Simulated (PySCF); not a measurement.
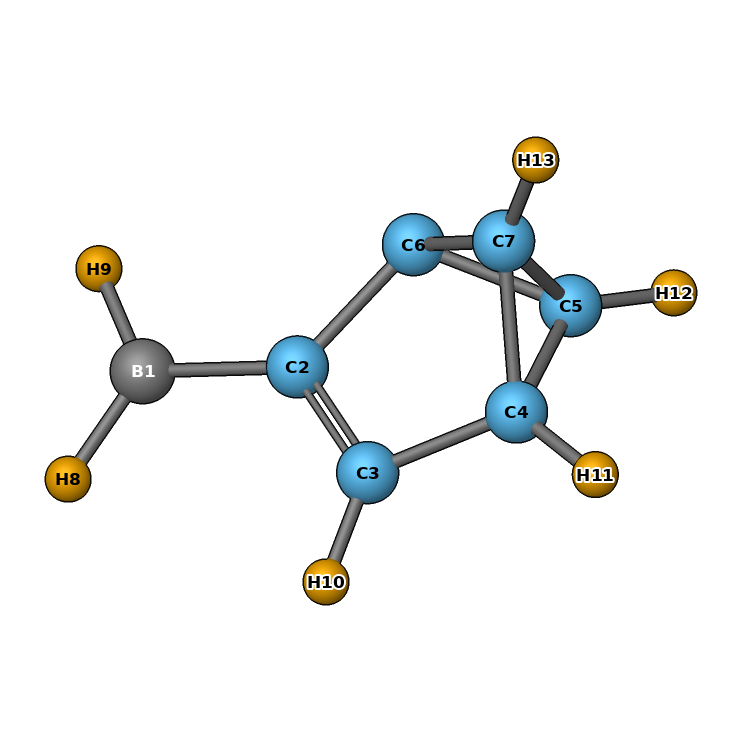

The questions are on Mulliken spin populations. The species is neutral and a spin doublet. The geometry was computed by an optimisation with GFN2-xTB. No frequency run is at hand to confirm it as a minimum. Properties computed with UKS B3LYP, pcH-1 on B C H, non-relativistic (PySCF 2.14.0).

List the Mulliken spin populations.

```csv
atom,value (e)
B1,0.00
C2,−0.01
C3,0.02
C4,0.04
C5,−0.03
C6,0.96
C7,−0.03
H8,0.00
H9,0.00
H10,0.01
H11,0.03
H12,0.00
H13,0.00
```

Mulliken values depend strongly on the basis set. The geometry is semi-empirical. Around B such bond lengths and angles can be off by a tenth of an ångström or more and by several degrees, and values that hang on the shape move with them.
